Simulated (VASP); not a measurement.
Data:

```yaml
crystal:
  lattice:
    - [1.89790, -3.28725, 0.00000]
    - [1.89790, 3.28725, 0.00000]
    - [0.00000, 0.00000, 6.22009]
  atoms:
    - { symbol: Zn, position: [0.66667, 0.33333, 0.50021] }
    - { symbol: Zn, position: [0.33333, 0.66667, 0.00021] }
    - { symbol: S, position: [0.66667, 0.33333, 0.87479] }
    - { symbol: S, position: [0.33333, 0.66667, 0.37479] }
```

All values below come from r2SCAN+rVV10, VASP's PBE PAW potentials (set 64) (plane waves; VASP). Settings: 520 eV cut-off, 8×8×4 Γ-centred mesh, tetrahedra with Blöchl corrections, potentials Zn S.

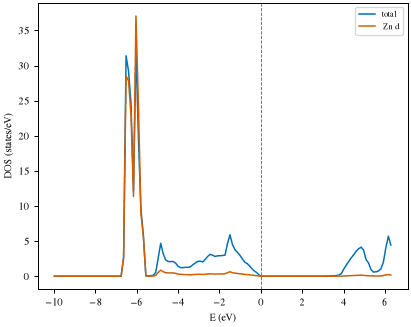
Figure. Total and projected density of states, zero at the valence-band maximum

Within 2 eV below the valence-band maximum the largest weight inside VASP's projection spheres is S p, then Zn d.

The gap is direct, 2.79 eV, from the valence maximum at Γ to the conduction minimum at Γ.

The compound is ZnS in the wurtzite structure, the high-temperature form. It was relaxed first.
